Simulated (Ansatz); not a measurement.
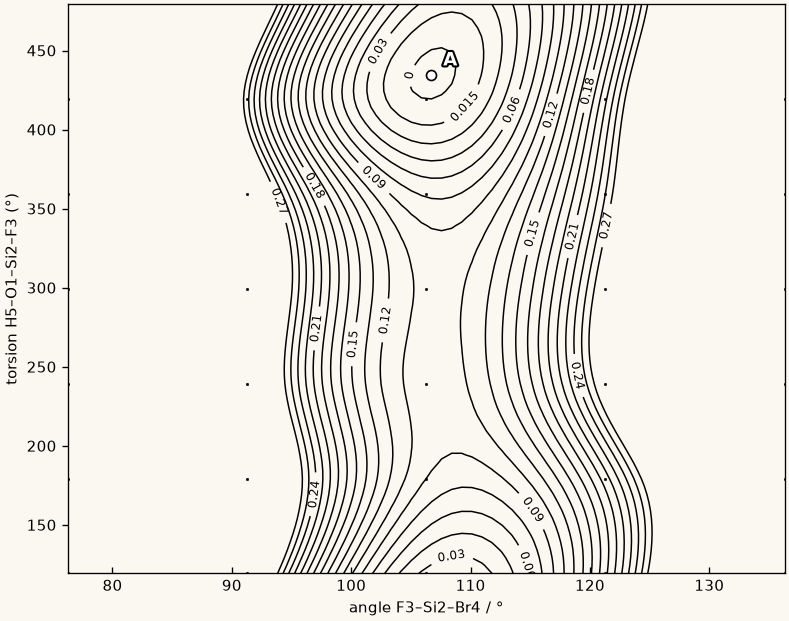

BrFH2OSi, SMILES O[SiH](F)Br. 
- Two internal coordinates are moved rigidly from the geometry relaxed at PBE0-D4/def2-TZVP, all others fixed.
- The first coordinate is: angle F3–Si2–Br4; the second: torsion H5–O1–Si2–F3.
- The scan uses a 5 × 6 grid.
- Points are written as (first, second).
- All energies are given in eV relative to the lowest grid point.
- Level of theory: Ansatz, RKS PBE-D4/def2-TZVPP.

In the figure: contour lines labelled in eV (none above 0.27), dots at the grid points, the point A. Between grid points the surface is interpolated.

What is the easiest way out of the well at A, and how high is the barrier?

Answer. The easiest path leads from the well at about (107°, 435°) to its copy one period on. Its highest point lies about 0.1 eV above the bottom of the first well on the interpolated surface, at (106.3°, 299°). This is the barrier on the constrained surface; relaxing the other coordinates would change it.

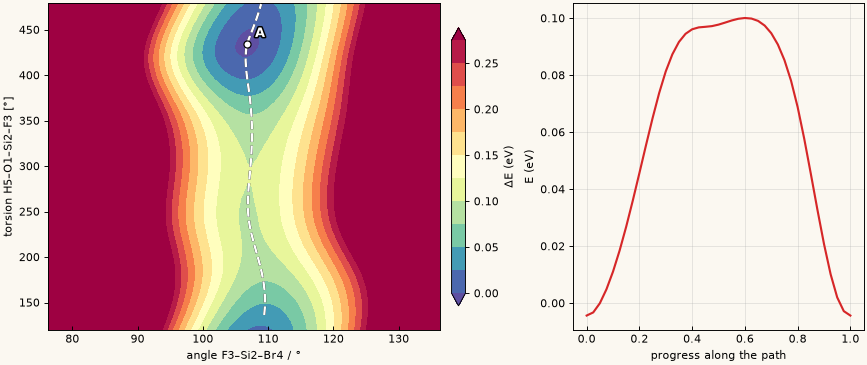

Drawn: filled contours, a line along the lowest path, one colour for all values above the top of the scale, the energy along the path at the right. Between grid points the surface is interpolated.
